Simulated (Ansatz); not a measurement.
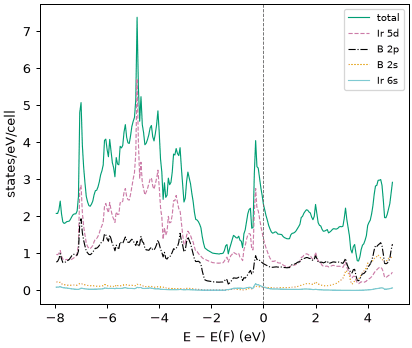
Fig. 1. Total and projected density of states of B$_{2}$Ir in space group P6_3/mmc (No. 194; Ir on 2c, B on 4f), plane-wave PAW PBEsol (Ansatz code)

Question: Which orbitals carry the states next to the Fermi level?

Answer: Within 0.5 eV of the Fermi level: Ir 5d 61 %, B 2p 30 %. Projections are on Löwdin-orthogonalised atomic valence shells; empty p or d shells of many metals are not among them.

Question: Where is the tallest occupied peak in this window, and what makes it?

Answer: Near -4.8 eV, about 7.4 states/eV per cell; the largest projected share is Ir 5d.

The start of the workflow was typed in or built on a structure type; neither database checked (COD, Materials Project) lists it. Whether it is the stable phase at ambient conditions was not checked. The cell was relaxed with PBEsol under the symmetry of its start; whether a distortion lowers the energy is not shown. The run is not spin-polarised. Scalar-relativistic: spin–orbit coupling is off unless named, which matters more the heavier the elements.

Potentials: the earlier of the program's two PAW sets. The files were generated under PBE; for other functionals the program regenerates the frozen cores, and for LDA and PBEsol the local potential too.
